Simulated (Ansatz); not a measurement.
## A hypothetical structure for LaB3Pd

This structure for LaB3Pd is made up. Its elements were placed in a known structure type with a cell scaled to their sizes. What cell does the guess relax to, and how far off was it?

Program: Ansatz 0.2.0. Level of theory: DFT, PBEsol, plane-wave PAW, files of the set soft_1, scalar-relativistic, no spin, cell and ions relaxed at zero pressure; PAW set soft_1. Results are calculated unless marked as measured.

### 1. The structure

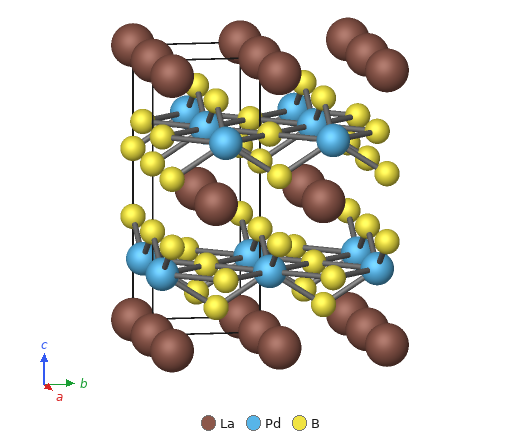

Start, viewed slightly off an axis; lanthanum brown, palladium blue, boron yellow. 2×2×1 cells are drawn. This picture shows the conventional cell, with its axes. Some periodic images of atoms are drawn too.

### 2. Relaxing cell and atoms

The guess takes its coordinates from another compound and its volume from a rule, so the cell and any free coordinates are relaxed together.

File input.yaml:

```yaml
crystal:
  lattice:
    - [-1.8935, 1.8935, 4.809]
    - [1.8935, -1.8935, 4.809]
    - [1.8935, 1.8935, -4.809]
  atoms:
    - { symbol: La, position: [0.0, 0.0, 0.0] }
    - { symbol: Pd, position: [0.25, 0.75, 0.5] }
    - { symbol: B, position: [0.75, 0.25, 0.5] }
    - { symbol: B, position: [0.3762, 0.3762, 0.0] }
    - { symbol: B, position: [0.6238, 0.6238, 0.0] }
kpoints:
  mp_grid: { grid: [10, 10, 10] }
scf:
  occupations: { method: fermi_dirac, width: 0.05 }
hamiltonian:
  xc: pbesol
  pseudopotentials: { kind: paw, azcp: { folder: soft_1 }, xc_functional: pbe }
relax:
  f_tol: 0.015
  max_steps: 70
  cell: {}
output:
  forces: true
  stress: true
```

On the command line:

```
> ansatz run input.yaml --threads 4 --pin off --max-ram 8192MiB --backend cpu --events-out ev --progress --plain --runs-dir out
```

Numbers of over 12 decimals in the logs are rounded to 6 here.

What it wrote:

```text
basis.fft_grid_basis auto: the FFT boxes are laid along the combinations [[1, 0, 1], [0, 1, 1], [0, 0, 1]] of the cell's own vectors, 3.787, 3.787 and 5.504 Å long. The dense box has 27×27×40 points. Along the cell's own vectors, as sized, it would have 40×40×40, 2.19 times as many. Of the 8 symmetry operations that the crystal satisfies within crystal.symmetry.tolerance (time reversal apart; of a slab, those that ke [...]
Engine: ansatz 0.2.0, x86_64-unknown-linux-gnu
Pseudopotentials: kind: paw
Pseudopotential: La, paw, valence charge 11, recommended cutoff 420 eV (normal), soft_1/La.paw.azcp
Pseudopotential: Pd, paw, valence charge 18, recommended cutoff 420 eV (normal), soft_1/Pd.paw.azcp
Pseudopotential: B, paw, valence charge 3, recommended cutoff 420 eV (normal), soft_1/B.paw.azcp
Functional definition: PBEsol
  exchange = pbesol_x
  correlation = pbesol_c
Crystal: 5 atoms, lattice volume = 68.968 Å³
Basis set: ecut = 420 eV, 1341 PW (Γ), FFT grids on a1+a3, a2+a3, a3, exchange–correlation on 54×54×80 points (8 copies of the dense FFT grid, shifted against one another)
Bands: 24, of which v1, the nominal top of the filled ones, is band 19 counted from 1 (18 counted from 0)
Symmetry: 8 space group operations
Space group: I-4m2 (ITA 119), of the structure as read, at distance tolerance 4.1e-5 Å
k-points: 102 of 1000 (time reversal used)
Non-local potential: La, projectors of the file, l = 0: 3, l = 1: 2, l = 2: 2, l = 3: 3
Non-local potential: Pd, projectors of the file, l = 0: 2, l = 1: 2, l = 2: 2, l = 3: 1
Non-local potential: B, projectors of the file, l = 0: 2, l = 1: 2, l = 2: 1
PAW form: soft (Blöchl's): semilocal exchange-correlation on the pseudo side does not see the compensation charge
PAW frozen core: La, regenerated for the run's functional, and the local potential with it (the file was generated under x = pbe(κ = 0.804, μ = 0.219515), c = pbe(β = 0.066725))
PAW frozen core: Pd, regenerated for the run's functional, and the local potential with it (the file was generated under x = pbe(κ = 0.804, μ = 0.219515), c = pbe(β = 0.066725))
PAW frozen core: B, regenerated for the run's functional, and the local potential with it (the file was generated under x = pbe(κ = 0.804, μ = 0.219515), c = pbe(β = 0.066725))
PAW one-centre angular grid: La, 590 points (default); XC on 64 Gauss nodes
PAW one-centre angular grid: Pd, 590 points (default); XC on 64 Gauss nodes
PAW one-centre angular grid: B, 110 points (default); XC on 64 Gauss nodes
Initial density: superposition of atomic densities (chi_scale 0.1, normalization cell, long waves kept (reshape's long-wave potential 0.00 eV rms))
Initial wavefunctions: pseudopotential atomic-orbital guess
Functional: x = pbesol(κ = 0.804, μ = 0.123457), c = pbesol(β = 0.046)
SCF iter   1: F=—  HF=-13554.031213 eV  |F-HF|=—  |Δ(HF+E_count)|=         —  Δρ=5.85e-1  dr2=4.88e2  ethr=3.10e-3  ⟨swp⟩=4.7  Hψ=9294  notcnv=0
preconditioner: auto → Kerker (q_TF=auto, 2.470 Å⁻¹)  [metal: Δε(μ)=0.003 eV  Ē_g=7.053 eV  σ=0.050 eV  W_gap=0.02  n_scr=14 (ndim 8)  ℏωp=23.7 eV  f_vac=0.000  D(μ)=15.50/eV (n_scr^D=308)]
SCF iter   2: F=—  HF=-13528.545395 eV  |F-HF|=—  |Δ(HF+E_count)|=    2.55e1  Δρ=1.56e-1  dr2=1.61e1  ethr=3.10e-3  ⟨swp⟩=5.4  Hψ=11182  notcnv=0  defer=5
SCF iter   3: F=—  HF=-13525.656608 eV  |F-HF|=—  |Δ(HF+E_count)|=    2.89e0  Δρ=5.21e-2  dr2=1.89e0  ethr=3.10e-3  ⟨swp⟩=5.1  Hψ=7150  notcnv=0  defer=5
SCF iter   4: F=—  HF=-13525.395948 eV  |F-HF|=—  |Δ(HF+E_count)|=   2.61e-1  Δρ=1.01e-2  dr2=1.78e-1  ethr=3.10e-3  ⟨swp⟩=3.9  Hψ=6295  notcnv=0  defer=7
SCF iter   5: F=—  HF=-13525.368951 eV  |F-HF|=—  |Δ(HF+E_count)|=   2.70e-2  Δρ=4.37e-3  dr2=2.38e-2  ethr=4.67e-4  ⟨swp⟩=4.2  Hψ=4070  notcnv=0  defer=8
SCF iter   6: F=—  HF=-13525.364105 eV  |F-HF|=—  |Δ(HF+E_count)|=   4.85e-3  Δρ=3.06e-3  dr2=1.12e-2  ethr=6.27e-5  ⟨swp⟩=4.7  Hψ=5046  notcnv=0  defer=8
SCF iter   7: F=—  HF=-13525.362460 eV  |F-HF|=—  |Δ(HF+E_count)|=   1.64e-3  Δρ=1.66e-3  dr2=3.39e-3  ethr=2.94e-5  ⟨swp⟩=2.5  Hψ=3060  notcnv=0  defer=10
SCF iter   8: F=—  HF=-13525.361783 eV  |F-HF|=—  |Δ(HF+E_count)|=   6.76e-4  Δρ=8.07e-4  dr2=8.06e-4  ethr=8.93e-6  ⟨swp⟩=2.8  Hψ=3524  notcnv=0  defer=10
SCF iter   9: F=—  HF=-13525.361547 eV  |F-HF|=—  |Δ(HF+E_count)|=   2.36e-4  Δρ=2.28e-4  dr2=7.13e-5  ethr=2.12e-6  ⟨swp⟩=2.4  Hψ=4580  notcnv=0  defer=10
SCF iter  10: F=—  HF=-13525.361524 eV  |F-HF|=—  |Δ(HF+E_count)|=   2.32e-5  Δρ=3.31e-5  dr2=1.34e-6  ethr=1.88e-7  ⟨swp⟩=2.0  Hψ=4076  notcnv=0  defer=10
SCF iter  11: F=-13525.361524 eV  HF=-13525.361524 eV  |F-HF|=7.52e-9  |Δ(HF+E_count)|=   2.51e-7  Δρ=3.42e-6  dr2=9.72e-9  ethr=2.63e-10  ⟨swp⟩=3.9  Hψ=11202  notcnv=0
SCF 1 converged in 11 iterations: F = -13525.361524 eV  dr2 = 9.72e-9
  greatest PAW one-centre occupation: 0.999 electrons in one spin orbital (limit 2), on the Pd atom at site 1 (counted from 0), in its partial waves of l = 0
relax step   1: F+E_penalty+E_count = -13525.36152402 eV  Δ(F+E_penalty+E_count) = +0.000e0 eV  max|allowed force component| = 4.894e-1 eV/Å  Δτ_max = 0.0000 Å  P = -12.639 GPa  Ω = 68.968 Å³  (11 SCF iters, dr2 threshold 1.00e-7 eV, accepted)
Crystal: 5 atoms, lattice volume = 59.486 Å³
Basis set: ecut = 420 eV, 1155 PW (Γ), FFT grids on a1+a3, a2+a3, a3, exchange–correlation on 54×54×80 points (8 copies of the dense FFT grid, shifted against one another)
Initial density: handed on by an earlier stage of this run
Initial wavefunctions: those handed on with the density
SCF iter   1: F=—  HF=-13526.034628 eV  |F-HF|=—  |Δ(HF+E_count)|=         —  Δρ=5.23e-2  dr2=3.46e0  ethr=3.10e-3  ⟨swp⟩=10.3  Hψ=15039  notcnv=0
preconditioner: auto → Kerker (q_TF=auto, 2.532 Å⁻¹)  [metal: Δε(μ)=0.011 eV  Ē_g=8.938 eV  σ=0.050 eV  W_gap=0.05  n_scr=14 (ndim 8)  ℏωp=25.5 eV  f_vac=0.000  D(μ)=2.10/eV (n_scr^D=14)]
SCF iter   2: F=—  HF=-13525.634974 eV  |F-HF|=—  |Δ(HF+E_count)|=   4.00e-1  Δρ=1.98e-2  dr2=6.44e-1  ethr=3.10e-3  ⟨swp⟩=2.5  Hψ=4443  notcnv=0  defer=13
SCF iter   3: F=—  HF=-13525.521603 eV  |F-HF|=—  |Δ(HF+E_count)|=   1.13e-1  Δρ=6.43e-3  dr2=7.48e-2  ethr=1.70e-3  ⟨swp⟩=2.6  Hψ=3569  notcnv=0  defer=13
SCF iter   4: F=—  HF=-13525.504289 eV  |F-HF|=—  |Δ(HF+E_count)|=   1.73e-2  Δρ=1.07e-3  dr2=6.46e-4  ethr=1.97e-4  ⟨swp⟩=2.1  Hψ=4230  notcnv=0  defer=13
SCF iter   5: F=—  HF=-13525.504181 eV  |F-HF|=—  |Δ(HF+E_count)|=   1.08e-4  Δρ=1.92e-4  dr2=2.48e-5  ethr=1.70e-6  ⟨swp⟩=2.2  Hψ=3956  notcnv=0  defer=13
[...]
SCF iter   6: F=—  HF=-13525.610328 eV  |F-HF|=—  |Δ(HF+E_count)|=   6.54e-6  Δρ=3.81e-5  dr2=9.08e-7  ethr=1.26e-7  ⟨swp⟩=2.2  Hψ=3248  notcnv=0  defer=14
SCF iter   7: F=-13525.610327 eV  HF=-13525.610327 eV  |F-HF|=1.34e-7  |Δ(HF+E_count)|=   1.14e-7  Δρ=1.28e-5  dr2=1.68e-7  ethr=1.32e-9  ⟨swp⟩=4.9  Hψ=8976  notcnv=0
SCF 3 converged in 7 iterations: F = -13525.610327 eV  dr2 = 1.68e-7
relax step   3: F+E_penalty+E_count = -13525.61032737 eV  Δ(F+E_penalty+E_count) = -1.061e-1 eV  max|allowed force component| = 2.268e-1 eV/Å  Δτ_max = 0.0285 Å  P = -1.534 GPa  Ω = 63.536 Å³  energy of the carried Pulay correction = +2.391e-3 eV  (7 SCF iters, dr2 threshold 5.00e-7 eV, accepted)
[... from here on, the SCF cycles and remarks between the steps are left out ...]
relax step   4: F+E_penalty+E_count = -13525.61628673 eV  Δ(F+E_penalty+E_count) = -5.959e-3 eV  max|allowed force component| = 2.392e-1 eV/Å  Δτ_max = 0.0048 Å  P = -0.550 GPa  Ω = 63.186 Å³  energy of the carried Pulay correction = +2.552e-3 eV  (6 SCF iters, dr2 threshold 5.00e-7 eV, accepted)
relax step   5: F+E_penalty+E_count = -13525.66238396 eV  Δ(F+E_penalty+E_count) = -4.610e-2 eV  max|allowed force component| = 4.038e-1 eV/Å  Δτ_max = 0.0572 Å  P = +4.021 GPa  Ω = 61.959 Å³  energy of the carried Pulay correction = +3.123e-3 eV  (6 SCF iters, dr2 threshold 5.00e-7 eV, accepted)
relax step   6: F+E_penalty+E_count = -13525.77590839 eV  Δ(F+E_penalty+E_count) = -1.135e-1 eV  max|allowed force component| = 1.249e-2 eV/Å  Δτ_max = 0.1314 Å  P = +10.422 GPa  Ω = 61.078 Å³  energy of the carried Pulay correction = +3.539e-3 eV  (7 SCF iters, dr2 threshold 5.00e-7 eV, accepted)
relax step   7: F+E_penalty+E_count = -13525.87564040 eV  Δ(F+E_penalty+E_count) = -9.973e-2 eV  max|allowed force component| = 5.812e-1 eV/Å  Δτ_max = 0.1039 Å  P = +3.939 GPa  Ω = 64.579 Å³  energy of the carried Pulay correction = +1.917e-3 eV  (8 SCF iters, dr2 threshold 5.00e-7 eV, accepted)
relax step   8: F+E_penalty+E_count = -13525.63926486 eV  Δ(F+E_penalty+E_count) = +2.364e-1 eV  max|allowed force component| = 7.185e-1 eV/Å  Δτ_max = 0.1266 Å  P = -10.984 GPa  Ω = 69.532 Å³  energy of the carried Pulay correction = -2.377e-4 eV  (7 SCF iters, dr2 threshold 5.00e-7 eV, rejected (line search))
relax step   9: F+E_penalty+E_count = -13525.91009602 eV  Δ(F+E_penalty+E_count) = -3.446e-2 eV  max|allowed force component| = 1.184e-1 eV/Å  Δτ_max = 0.0528 Å  P = -0.294 GPa  Ω = 65.399 Å³  energy of the carried Pulay correction = +1.549e-3 eV  (10 SCF iters, accepted)
relax step  10: F+E_penalty+E_count = -13525.91355054 eV  Δ(F+E_penalty+E_count) = -3.455e-3 eV  max|allowed force component| = 5.523e-2 eV/Å  Δτ_max = 0.0104 Å  P = -0.079 GPa  Ω = 65.436 Å³  energy of the carried Pulay correction = +1.533e-3 eV  (6 SCF iters, dr2 threshold 5.00e-7 eV, accepted)
relax step  11: F+E_penalty+E_count = -13525.91474745 eV  Δ(F+E_penalty+E_count) = -1.197e-3 eV  max|allowed force component| = 1.388e-3 eV/Å  Δτ_max = 0.0040 Å  P = +0.001 GPa  Ω = 65.356 Å³  energy of the carried Pulay correction = +1.568e-3 eV  (5 SCF iters, dr2 threshold 5.00e-7 eV, accepted)
relax step  12: F+E_penalty+E_count = -13525.91600663 eV  Δ(F+E_penalty+E_count) = -1.259e-3 eV  max|allowed force component| = 1.898e-3 eV/Å  Δτ_max = 0.0000 Å  P = +0.035 GPa  Ω = 65.356 Å³  stress off target by 1.74e-1 GPa  SCF on the basis re-selected at this cell (its energy is not comparable with the rows above)  (6 SCF iters)
relax step  13: F+E_penalty+E_count = -13525.91604530 eV  Δ(F+E_penalty+E_count) = -3.867e-5 eV  max|allowed force component| = 1.479e-3 eV/Å  Δτ_max = 0.0003 Å  P = +0.006 GPa  Ω = 65.375 Å³  energy of the carried Pulay correction = -8.132e-6 eV  (4 SCF iters, dr2 threshold 7.59e-8 eV, accepted)
iter 1 solved again at ethr=3.23e-8 eV; its pass at ethr=3.10e-3 eV (dr2=1.23e-5 eV) is discarded
SCF iter   1: F=—  HF=-13525.916042 eV  |F-HF|=—  |Δ(HF+E_count)|=         —  Δρ=4.20e-6  dr2=1.79e-8  ethr=3.23e-8  ⟨swp⟩=3.3  Hψ=17641  notcnv=0
preconditioner: auto → Kerker (q_TF=auto, 2.492 Å⁻¹)  [metal: Δε(μ)=0.014 eV  Ē_g=9.112 eV  σ=0.050 eV  W_gap=0.07  n_scr=12 (ndim 8)  ℏωp=24.3 eV  f_vac=0.000  D(μ)=1.88/eV (n_scr^D=10)]
SCF iter   2: F=—  HF=-13525.916049 eV  |F-HF|=—  |Δ(HF+E_count)|=   6.84e-6  Δρ=2.31e-6  dr2=5.03e-9  ethr=4.72e-11  ⟨swp⟩=2.4  Hψ=4438  notcnv=0
SCF iter   3: F=—  HF=-13525.916049 eV  |F-HF|=—  |Δ(HF+E_count)|=  2.73e-10  Δρ=1.36e-6  dr2=2.47e-9  ethr=1.32e-11  ⟨swp⟩=2.7  Hψ=4161  notcnv=0
SCF iter   4: F=—  HF=-13525.916049 eV  |F-HF|=—  |Δ(HF+E_count)|=  3.84e-10  Δρ=3.09e-7  dr2=7.73e-11  ethr=6.51e-12  ⟨swp⟩=2.1  Hψ=2963  notcnv=0
SCF iter   5: F=-13525.916049 eV  HF=-13525.916049 eV  |F-HF|=5.46e-12  |Δ(HF+E_count)|=  2.00e-11  Δρ=7.78e-8  dr2=2.81e-12  ethr=1.00e-12  ⟨swp⟩=4.0  Hψ=8693  notcnv=0
SCF 14 converged in 5 iterations: F = -13525.916049 eV  dr2 = 2.81e-12
relax step  14: F+E_penalty+E_count = -13525.91604913 eV  Δ(F+E_penalty+E_count) = -3.826e-6 eV  max|allowed force component| = 1.512e-3 eV/Å  Δτ_max = 0.0000 Å  P = +0.007 GPa  Ω = 65.375 Å³  stress off target by 1.40e-2 GPa  SCF on the basis re-selected at this cell (its energy is not comparable with the rows above)  (5 SCF iters)
basis re-selected at this cell: Δ(F+E_penalty+E_count) = -3.826e-6 eV, ΔP = +0.000 GPa vs the last step (what re-selecting the basis moved, of the pressure what is left beyond the Pulay correction that the steps carried, after the strain that the cell walked since its last selection, with what the two solves' SCF thresholds leave and, on support functions, any second-order correction that the steps lacked; it is no m [...]
SCF converged after 5 iterations
Free energy (F): -13525.916049 eV
Harris-Foulkes:  -13525.916049 eV  (|F-HF|=5.46e-12)
Internal energy: -13525.900460 eV  (E = F + TS)
E sigma→0 (E₀):  -13525.908255 eV
Entropy (-TS):   -0.015589 eV (-3.118 meV/atom)
Fermi energy:    14.178619 eV
--- Per-component energies (eV) ---
  E_band       = -205.475829
  E_kinetic    = 773.168444
  E_local      = -3202.346418  (includes V_loc(G=0)·N_el)
  E_nonlocal   = 484.716190
  E_hartree    = 1340.189211
  E_xc         = -377.401117
  E_vxc        = -435.211953  (∫ρ·V_xc dr)
  E_paw        = -9297.316038  (= ΣΔE_a)
  E_vpaw       = -506.180771  (= ΣTr[D̂ρ^β])
  E_aug_tail   = 0.000235  (compensation charges beyond the density's cutoff)
  E_ewald      = -3247.426661
  E_core_change = 0.515694  (= ΣΔE_core)
  E_smearing   = -0.015589  (= −TS)
  E_closure    = 0.000000  (closes the sum)
  Σ components = -13525.916049   (vs F -13525.916049, Δ=0.00e0)
--- Forces (eV/Å), atoms counted from 1 ---
  atom   1  La     0.00000000     0.00000000     0.00000000
  atom   2  Pd     0.00000000     0.00000000     0.00000000
  atom   3  B     -0.00000000     0.00000000    -0.00000000
  atom   4  B     -0.00000000     0.00000000    -0.00151238
  atom   5  B     -0.00000000     0.00000000     0.00151238
  max |Σ_I F_I| component: 2.64e-16 eV/Å
--- Stress (GPa, compression-positive) ---
        0.003059       0.000000      -0.000000
        0.000000       0.003059       0.000000
       -0.000000       0.000000       0.014047
  P = ⅓ Tr σ = 0.0067 GPa (0.067 kbar)
--- Relaxed structure (12 steps of the walk, 11 accepted, 2 SCFs on fresh bases) ---
  F+E_penalty+E_count = -13525.91604913 eV   max|allowed force component| = 1.512e-3 eV/Å   (the final SCF, on the basis selected at the relaxed cell)
  cell:  # Å, volume = 65.3747 Å³
    - [-1.769204, 1.769204, 5.221482]
    - [1.769204, -1.769204, 5.221482]
    - [1.769204, 1.769204, -5.221482]
  atoms:
    - { symbol: La, position: [2.6941601083804897e-19, 2.6941601083805e-19, 0] }
    - { symbol: Pd, position: [0.250000, 0.75, 0.500000] }
    - { symbol: B, position: [0.75, 0.250000, 0.500000] }
    - { symbol: B, position: [0.351091, 0.351091, 0] }
    - { symbol: B, position: [0.648909, 0.648909, 0] }
```

The job ended after 59 s (4 threads of Intel Xeon Platinum 8375C at 2.90GHz (Ice Lake), shared host; peak memory 0.62 GiB; 3.7 min of CPU time).

Step by step:

```tsv
step	energy less that of the first step (eV)	largest force component (eV/Å)	pressure (GPa)	volume (Å³)
1	0.0000	0.4894	-12.64	68.97
2	-0.1427	0.0761	10.06	59.49
3	-0.2488	0.2268	-1.53	63.54
4	-0.2548	0.2392	-0.55	63.19
5	-0.3009	0.4038	4.02	61.96
6	-0.4144	0.0125	10.42	61.08
7	-0.5141	0.5812	3.94	64.58
8	-0.2777	0.7185	-10.98	69.53
9	-0.5486	0.1184	-0.29	65.40
10	-0.5520	0.0552	-0.08	65.44
11	-0.5532	0.0014	0.00	65.36
12*	-0.5545	0.0019	0.03	65.36
13	-0.5545	0.0015	0.01	65.37
14*	-0.5545	0.0015	0.01	65.37
```

Relaxation steps marked * repeat the geometry before them on a plane-wave basis chosen anew for their cell, so energy and pressure can jump there. Relaxation step 8 was tried and not accepted.

The run keeps the 8 symmetry operations that it works with, so distortions that break them were not tested.

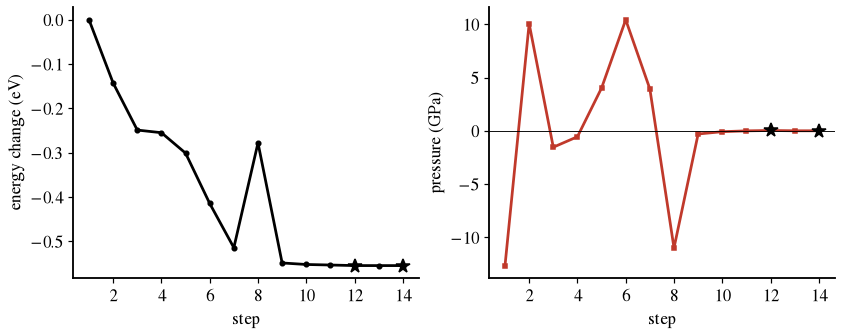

Energy and pressure along the relaxation. Stars mark steps on a basis chosen anew.

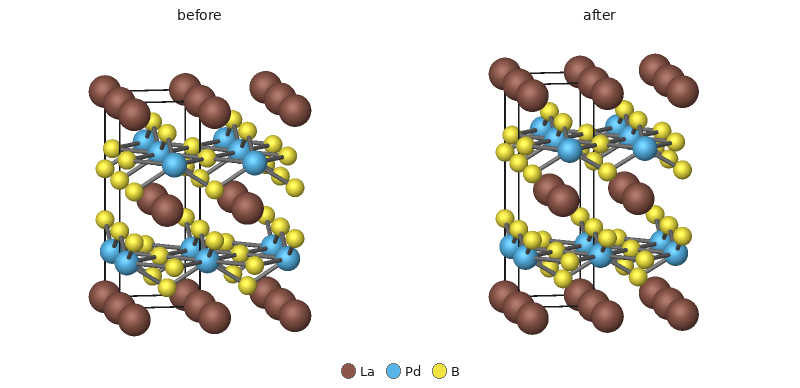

Before and after, at one scale.

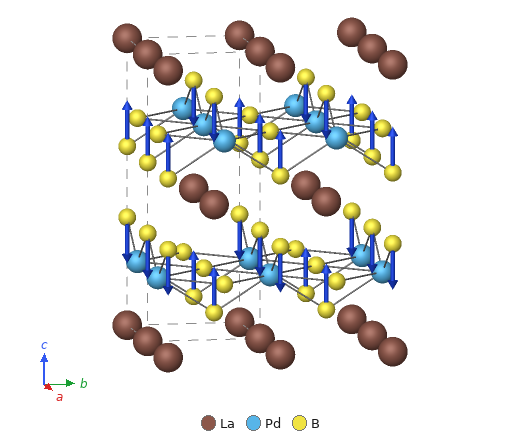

Displacements in the relaxation, exaggerated, measured against the changing cell; the longest in the cell stands for 0.26 Å. 2×2×1 conventional cells are drawn. Some periodic images of atoms are drawn too.

```tsv
conventional cell, symmetrised	before	after	change
a (Å)	3.787	3.538	-6.6 %
b (Å)	3.787	3.538	-6.6 %
c (Å)	9.618	10.443	+8.6 %
volume (Å³/atom)	13.79	13.07	-5.2 %
```

The atoms that moved most (Å, as changes of fractional coordinates times the final cell):

```tsv
atom	dx	dy	dz	length
B5	0.000	0.000	0.262	0.262
B4	0.000	0.000	-0.262	0.262
```

The relaxed structure:

```xyz
5
Lattice="-1.7692 1.7692 5.2215 1.7692 -1.7692 5.2215 1.7692 1.7692 -5.2215" Properties=species:S:1:pos:R:3 pbc="T T T"
La    0.0000    0.0000    0.0000
Pd    1.7692    0.0000    2.6107
B     0.0000    1.7692    2.6107
B     0.0000    0.0000    3.6664
B     0.0000    0.0000    6.7765
```

Numbers from this step:

```
free energy             : -13525.9160 eV
energy at zero smearing : -13525.9083 eV
smearing term TS        : 0.01559 eV
Fermi energy            : 14.18 eV
electrons               : 38
symmetry operations     : 8
pressure                : 0.006722 GPa
```

Shortest distances by pair of elements, guess and relaxed (not always the same contact):

```tsv
pair	guess (Å)	relaxed (Å)
B–Pd	2.249	2.060
B–B	2.249	2.060
B–La	2.931	2.946
La–Pd	3.061	3.154
La–La	3.787	3.538
```

The relaxation ends with a largest force component of 0.0015 eV/Å and a pressure of 0.01 GPa.

### 3. What came out

```
space group, relaxed : I-4m2
conventional cell    : a = 3.538, b = 3.538, c = 10.443 Å; α = 90.0°, β = 90.0°, γ = 90.0°
volume per atom      : 13.07 Å³ (guess 13.79)
```

What this shows: LaB3Pd relaxes to I-4m2 with a = 3.538, b = 3.538 and c = 10.443 Å. The guessed volume was 5 % too large. The space group I-4m2 was held in the relaxation, so the end point is a stationary structure within it and may be a saddle against distortions or other arrangements. Mesh and cutoff weren't tested. Spin-orbit coupling is left out, which can matter for elements this heavy. No dispersion term is used, so weakly bound directions may come out too long. The runs have no spin, and magnetism wasn't tested. Nothing here tests whether the compound is stable against decomposition.

[Logs are printed without paths, hosts, clocks, repeated set-up lines and the standing remarks that a program may print on its own settings, such as how far it seeks lower states.]

[Hosts, paths, dates, database ids (printed as entryN), source tags and the programs' standing remarks are cut or masked in the printed files.]
